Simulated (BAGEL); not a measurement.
# BH2F (SMILES BF) at B3LYP/cc-pVTZ (density fitting with qzvpp-jkfit)

What is the energy change on altering one bond length of BH2F at B3LYP/cc-pVTZ (density fitting with qzvpp-jkfit)? 

Program for the calculation: BAGEL 1.2.2.

3 further runs of the same task are left out: 2 that didn't finish, 1 set aside as unsound or not needed. Runs told in other sessions of the task aren't counted.

## 1. The molecule

BH2F has 4 atoms, charge 0, and is taken as a singlet. As SMILES, `BF`. The shape is that of a PBE0-D4/def2-TZVP optimisation.

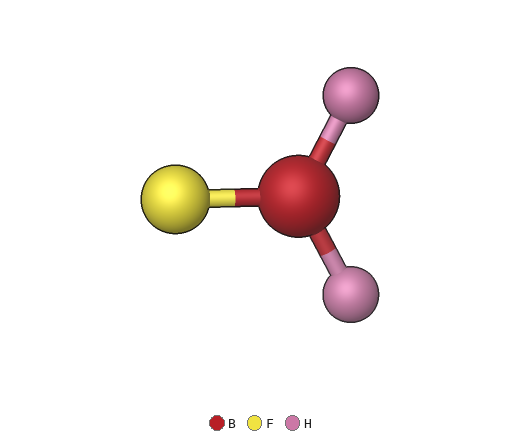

Viewed from a chosen angle; boron red, fluorine yellow, hydrogen pink.

## 2. A single-point energy at B3LYP/cc-pVTZ (density fitting with qzvpp-jkfit)

Contents of input.json:

```json
{ "bagel": [

{
  "title": "molecule",
  "basis": "cc-pvtz.json",
  "df_basis": "qzvpp-jkfit",
  "angstrom": true,
  "geometry": [
    { "atom": "B", "xyz": [   -0.027300,   -0.004000,   -0.030800 ] },
    { "atom": "F", "xyz": [    1.061200,   -0.296700,    0.649900 ] },
    { "atom": "H", "xyz": [   -1.012500,   -0.649100,    0.186200 ] },
    { "atom": "H", "xyz": [    0.034200,    0.889600,   -0.825600 ] }
  ]
},
{
  "title": "ks",
  "xc_func": "b3lyp"
},
{
  "title": "print",
  "file": "orbitals.molden",
  "orbitals": true
}

]}
```

The basis set cc-pVTZ is read from a file made from the Basis Set Exchange's data (not shown).

Launch:

```bash
$ BAGEL_NUM_THREADS=1 BAGEL input.json > input.out
```

Output:

```text
* using 1 threads per process

  ===============================================================
  ===============================================================

  *** Geometry ***

  { "atom" : "B", "xyz" : [     -0.051590,     -0.007559,     -0.058204 ] },
  { "atom" : "F", "xyz" : [      2.005377,     -0.560682,      1.228133 ] },
  { "atom" : "H", "xyz" : [     -1.913348,     -1.226621,      0.351867 ] },
  { "atom" : "H", "xyz" : [      0.064629,      1.681100,     -1.560158 ] },

  Number of auxiliary basis functions:      188

  Since a DF basis is specified, we compute 2- and 3-index integrals:
    o Being stored without compression. Storage requirement is 0.012 GB

  Number of basis functions:       88
  Number of electrons      :       16

    * METHOD: MOLECULE                             0.09

  *** Kohn-Sham DFT ***

    * Removing 5065 points whose weight is below 1.00e-10
    * Grid points: 54559

  === Nuclear Repulsion ===
    27.1757584682

       - DIIS with orbital gradients will be used.

  === KS iteration (b3lyp / cc-pvtz.json) ===
      0       -102.09689567          0.18812152           0.25
      1        -99.09888522          0.12782865           0.26
      2       -107.68844241          0.13918355           0.37
      3       -123.50174237          0.08808103           0.18
      4       -124.18593615          0.07270721           0.17
      5       -125.16298824          0.05337685           0.18
      6       -125.52292846          0.03758736           0.18
      7       -125.93305451          0.01395491           0.18
      8       -125.98212258          0.00118206           0.17
      9       -125.98249669          0.00015589           0.21
     10       -125.98250256          0.00003007           0.17
     11       -125.98250277          0.00000503           0.18
     12       -125.98250278          0.00000074           0.17
     13       -125.98250278          0.00000023           0.17
     14       -125.98250278          0.00000004           0.17
     15       -125.98250278          0.00000001           0.21
    * SCF iteration converged.

    * Permanent dipole moment:
           (    0.221390,    -0.059464,     0.138371) a.u.

    * METHOD: KS                                   3.67

    * METHOD: PRINT                                0.02

  ===============================================================
```

Run time: 4.2 s. Hardware: 1 thread of Intel Xeon Platinum 8259CL at 2.50GHz (Skylake/Cascade Lake), shared host; peak memory 0.23 GiB.

## 3. The distorted shape

Contents of dft.json:

```json
{ "bagel": [

{
  "title": "molecule",
  "basis": "cc-pvtz.json",
  "df_basis": "qzvpp-jkfit",
  "angstrom": true,
  "geometry": [
    { "atom": "B", "xyz": [       0.120516,       0.092789,      -0.063358 ] },
    { "atom": "F", "xyz": [       1.209016,      -0.199911,       0.617342 ] },
    { "atom": "H", "xyz": [      -1.012500,      -0.649100,       0.186200 ] },
    { "atom": "H", "xyz": [       0.182016,       0.986389,      -0.858158 ] }
  ]
},

{ "title": "ks", "xc_func": "b3lyp" },

{ "title": "print", "file": "orbitals.molden", "orbitals": true }

]}
```

The basis set cc-pVTZ is read from a file made from the Basis Set Exchange's data (not shown).

Launch:

```bash
$ BAGEL_NUM_THREADS=1 BAGEL dft.json > dft.out
```

Output:

```text
* using 1 threads per process

  ===============================================================
  ===============================================================

  *** Geometry ***

  { "atom" : "B", "xyz" : [      0.227742,      0.175346,     -0.119729 ] },
  { "atom" : "F", "xyz" : [      2.284709,     -0.377777,      1.166607 ] },
  { "atom" : "H", "xyz" : [     -1.913348,     -1.226621,      0.351867 ] },
  { "atom" : "H", "xyz" : [      0.343960,      1.864005,     -1.621684 ] },

  Number of auxiliary basis functions:      188

  Since a DF basis is specified, we compute 2- and 3-index integrals:
    o Being stored without compression. Storage requirement is 0.012 GB

  Number of basis functions:       88
  Number of electrons      :       16

    * METHOD: MOLECULE                             0.10

  *** Kohn-Sham DFT ***

    * Removing 4870 points whose weight is below 1.00e-10
    * Grid points: 54754

  === Nuclear Repulsion ===
    26.7230880417

       - DIIS with orbital gradients will be used.

  === KS iteration (b3lyp / cc-pvtz.json) ===
      0       -101.90382936          0.18816839           0.26
      1        -99.01596822          0.12266522           0.20
      2       -106.20107245          0.20454890           0.18
      3       -117.09532606          0.11479463           0.32
      4       -123.53110016          0.08284486           0.23
      5       -123.50490721          0.08345937           0.25
      6       -123.46871774          0.08382385           0.23
      7       -111.87854528          0.16234607           0.27
      8       -125.80401499          0.02473118           0.31
      9       -125.94622357          0.00960047           0.26
     10       -125.96976969          0.00252169           0.21
     11       -125.97105645          0.00117552           0.17
     12       -125.97140325          0.00009749           0.17
     13       -125.97140573          0.00001853           0.23
     14       -125.97140580          0.00000250           0.29
     15       -125.97140580          0.00000039           0.28
     16       -125.97140580          0.00000007           0.22
     17       -125.97140580          0.00000005           0.19
     18       -125.97140580          0.00000002           0.18
     19       -125.97140580          0.00000000           0.17
    * SCF iteration converged.

    * Permanent dipole moment:
           (    0.130230,    -0.117244,     0.156701) a.u.

    * METHOD: KS                                   5.03

    * METHOD: PRINT                                0.02

  ===============================================================
```

Run time: 5.7 s. Hardware: 1 thread of Intel Xeon Platinum 8259CL at 2.50GHz (Skylake/Cascade Lake), shared host; peak memory 0.24 GiB.

## 4. What came out

Level: B3LYP/cc-pVTZ (density fitting with qzvpp-jkfit).

| quantity | value |
| --- | --- |
| first shape: total energy | -125.98250 Eh |
| first shape: dipole moment | 0.68 D |
| first shape: HOMO energy | -9.13 eV |
| first shape: LUMO energy | -1.40 eV |
| first shape: HOMO–LUMO gap | 7.72 eV |
| distorted shape: total energy | -125.97141 Eh |
| distorted shape: dipole moment | 0.60 D |
| distorted shape: HOMO energy | -8.89 eV |
| distorted shape: LUMO energy | -1.48 eV |
| distorted shape: HOMO–LUMO gap | 7.41 eV |
| energy change with the B1–H3 bond stretched from 1.197 to 1.377 Å | 0.302 eV |

**Reading.** With the B1–H3 bond stretched from 1.197 to 1.377 Å the energy rises by 0.30 eV (29.1 kJ/mol). The first shape isn't relaxed at this level, so the change isn't measured from a minimum.
